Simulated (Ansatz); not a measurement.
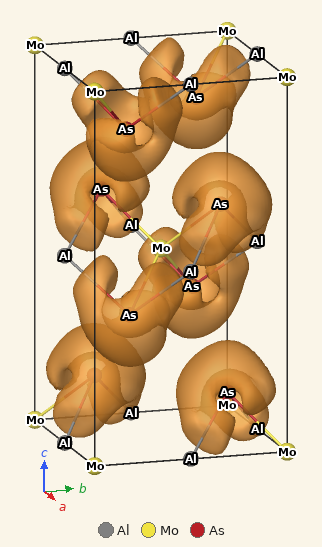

Figure. Al₂MoAs₄. Isosurface of the electron localisation function at 0.65 (orange), seen slightly off an axis. Core shells and regions of very low density are left out. Sticks mark near contacts.

Space group I-42m; a structure from a database of computed crystals, not necessarily the ambient phase; started from the Li2WS4-121 prototype, which need not be the ambient phase; computed without spin polarisation.

Theory: DFT, r2SCAN+rVV10, plane waves, PAW (Ansatz 0.2.0).

In a PAW calculation such maps are meaningful between the atoms, not at the nuclei.

Q: Identify the bonds, lone pairs and shells in this picture.

A: At this value the surface marks out eight regions on As in which the atom's valence shell and bonds are merged, counted in one cell of 14 atoms. Regions shared between cells count once. Along the contacts the grid gives the following. Mo–As (2.42 Å): the ELF is about 0.50 at the midpoint. Al–As (2.50 Å): the ELF peaks at about 0.85 between the atoms: a shared electron pair.
